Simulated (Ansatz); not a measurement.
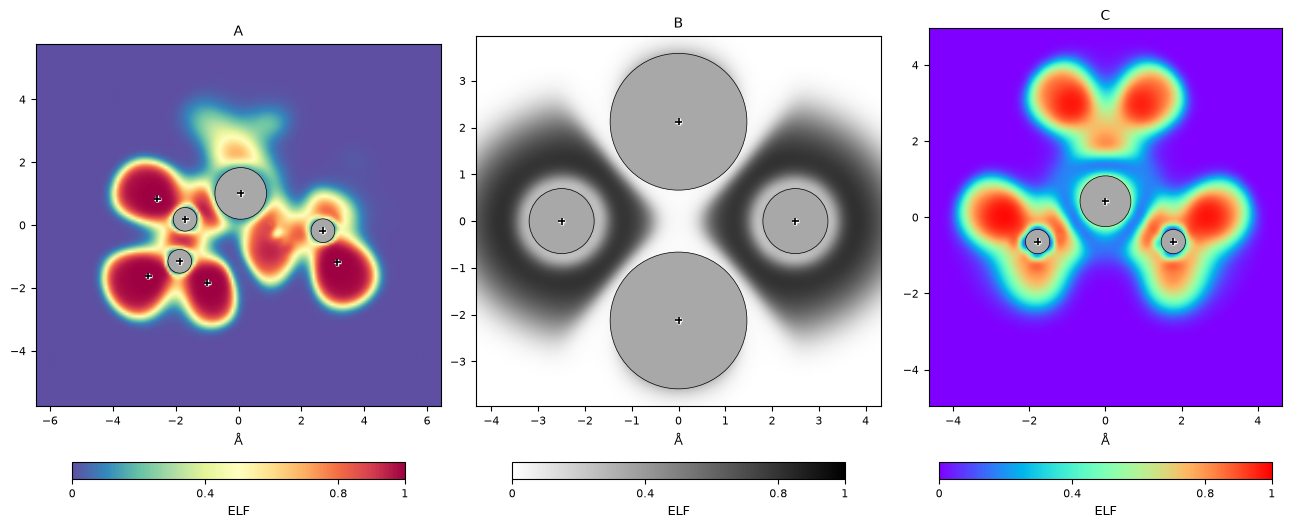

The electron localisation function of 3 systems, each on a plane through atoms (crosses mark nuclei in the plane; grey discs cover the cores).

Theory: RKS PBE0-D4/def2-TZVP (Ansatz).

System 1: I₂K₂, the molecular plane. Geometry: PBE0-D4/def2-SVP; core potentials replace the inner electrons of I.

```xyz
4

K     0.7953    0.7489   -1.8211
I    -1.3807    2.0677    0.2475
K    -0.7989   -0.7511    1.8186
I     1.3844   -2.0656   -0.2450
```

System 2: C₁₀H₁₇GeN (Ge(vinyl)3(pyrrolidide)), the plane of atoms C2, C3 and H6. Geometry: PBE-D4/def2-SVP.

```xyz
29

Ge    0.1652    0.9283    0.3294
C     0.4543    1.2650    2.2322
C    -0.3948    0.8176    3.1763
H     1.3273    1.8740    2.5307
H    -1.2824    0.2194    2.9050
H    -0.2481    1.0323    4.2499
C     1.8720    0.5072   -0.5386
C     2.9705    0.1274    0.1438
H     1.9098    0.5088   -1.6443
H     2.9906    0.1022    1.2485
H     3.9042   -0.1762   -0.3625
C    -0.7005    2.4270   -0.5729
C    -0.0867    3.2015   -1.4876
H    -1.7424    2.6581   -0.2842
H     0.9567    3.0207   -1.8016
H    -0.5928    4.0606   -1.9633
N    -1.0495   -0.4957    0.2605
C    -1.7565   -0.7629   -0.9926
C    -0.9177   -1.8358   -1.7366
C    -0.1504   -2.5679   -0.6005
C    -0.5721   -1.8135    0.6912
H    -1.9081    0.1659   -1.5797
H    -2.7699   -1.1735   -0.7607
H    -0.2094   -1.3475   -2.4380
H    -1.5507   -2.5192   -2.3386
H    -0.4006   -3.6464   -0.5446
H     0.9455   -2.4913   -0.7502
H    -1.4089   -2.3593    1.1918
H     0.2455   -1.7269    1.4369
```

System 3: H₆InN₃, the plane of atoms N5, In1 and N8. Geometry: PBE-D4/def2-SVP; core potentials replace the inner electrons of In.

| atom | x (Å) | y (Å) | z (Å) |
| --- | --- | --- | --- |
| In | -0.0006 | 0.0000 | -0.0249 |
| N | 2.0538 | -0.0050 | -0.2982 |
| H | 2.5068 | -0.8441 | 0.0875 |
| H | 2.5181 | 0.7998 | 0.1429 |
| N | -1.0257 | 1.7863 | -0.2566 |
| H | -1.9493 | 1.7794 | 0.1960 |
| H | -0.5201 | 2.5914 | 0.1360 |
| N | -1.0372 | -1.7773 | -0.2736 |
| H | -0.5634 | -2.5810 | 0.1595 |
| H | -1.9824 | -1.7495 | 0.1312 |

> Which map belongs to which system?

Panel A is system 2, C₁₀H₁₇GeN: the plane holds Ge, C and H. C–C (1.35 Å): the ELF peaks at about 0.90 between the atoms, as expected for localised, covalent bonding. Panel B is system 1, I₂K₂: the plane holds K and I. K–I (3.28 Å): the ELF peaks at about 0.80 in the valence shell of I, 1.3 Å from its nucleus, and is about 0.35 at the midpoint; a closed-shell, largely ionic contact. Panel C is system 3, H₆InN₃: the plane holds In and N. In–N (2.07 Å): the ELF peaks at about 0.85 in the valence shell of N, 0.6 Å from its nucleus, and drops to about 0.15 between the two atoms.
